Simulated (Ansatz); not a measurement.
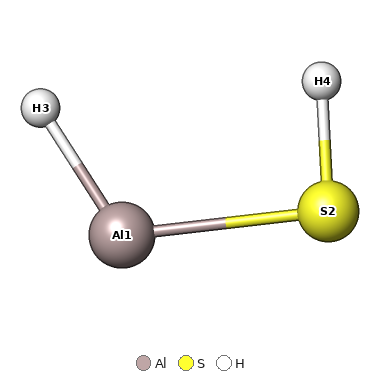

The system is AlH₂S, SMILES [AlH][SH], spin multiplicity 2; the picture shows the grid point nearest to the relaxed geometry. Two internal coordinates are moved rigidly from the geometry relaxed at PBE0-D4/def2-TZVP, all others fixed. The first coordinate is: bond S2–H4; the second: angle Al1–S2–H4. The grid has 7 × 7 points. Points are written as (first, second). Energies are in kJ/mol, from the lowest grid point. These are results of Ansatz 0.2.0, UKS PBE0-D4/def2-TZVPP, not measurements.

Its coordinates:

```tsv
atom	x (Å)	y (Å)	z (Å)
Al	0.4092	-1.1138	-0.0335
S	0.9150	0.9611	-0.5587
H	-1.0163	-1.3512	0.6573
H	-0.2752	1.4522	-0.0760
```

Range: bond S2–H4 from 1.211 to 1.615 Å; angle Al1–S2–H4 from 63 to 123°.

Question: What will the energy surface look like?

Answer: The lowest grid point is at (1.375 Å, 93°). The bottom of the well lies between grid points, at about (1.345 Å, 93°), about 1.1 kJ/mol lower on the interpolated surface. No other kind of well shows on this grid. The highest grid point, (1.615 Å, 123°), lies 84 kJ/mol above the lowest. Round the minimum the two coordinates are nearly uncoupled.

```tsv
angle Al1–S2–H4 ↓, bond S2–H4 →	1.211	1.250	1.308	1.375	1.449	1.529	1.615
123	53	38	27	26	37	57	84
113	39	24	13	12	23	43	70
103	30	15	4	3	14	34	62
93	28	12	1	0	10	31	59
83	32	16	4	3	13	33	61
73	43	27	14	12	21	40	67
63	62	46	32	29	37	53	78
```

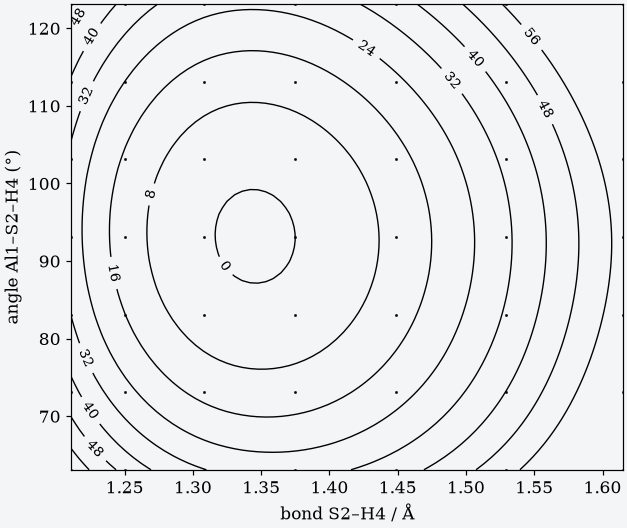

In the figure: contour lines labelled in kJ/mol (none above 56), dots at the grid points. Between grid points the surface is interpolated.
